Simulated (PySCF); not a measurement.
C5H13Cl3Si2, SMILES C[Si](C)(C)CC[Si](Cl)(Cl)Cl at its GFN2-xTB optimised geometry (Å):

```
23

C      2.3560     0.4354    -1.5512
Si     1.7254    -0.4802     0.0000
C      2.3533     0.4000     1.5727
C      2.3210    -2.2907    -0.0211
C     -0.1929    -0.4802     0.0000
C     -0.7908     0.9317     0.0000
Si    -2.6957     0.9391     0.0161
Cl    -3.4110    -0.0396    -1.6042
Cl    -3.4047     2.8400    -0.0100
Cl    -3.3801     0.0167     1.6825
H      1.9210     0.0256    -2.4579
H      3.4348     0.3539    -1.6419
H      2.1136     1.4934    -1.5191
H      1.9171    -0.0307     2.4690
H      2.1101     1.4583     1.5646
H      3.4320     0.3173     1.6632
H      1.9804    -2.8103    -0.9112
H      1.9520    -2.8400     0.8395
H      3.4047    -2.3468    -0.0042
H     -0.5590    -1.0219     0.8724
H     -0.5605    -1.0221    -0.8716
H     -0.4153     1.4746     0.8686
H     -0.4286     1.4687    -0.8778
```

Level of theory: CAM-B3LYP/def2-SVP (PySCF).

Map of the deformation density (molecule minus spherical neutral atoms) (e/bohr³) on the plane z = 0.6 Å:

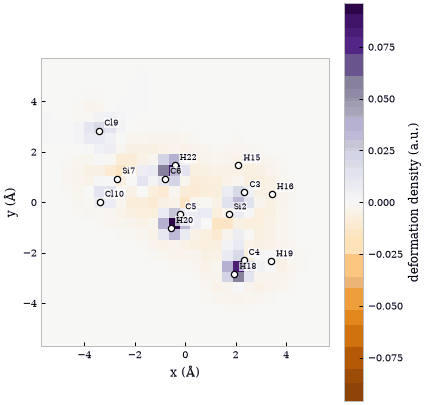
Figure. Deformation density (molecule minus spherical neutral atoms) (e/bohr³) on the plane z = 0.6 Å.
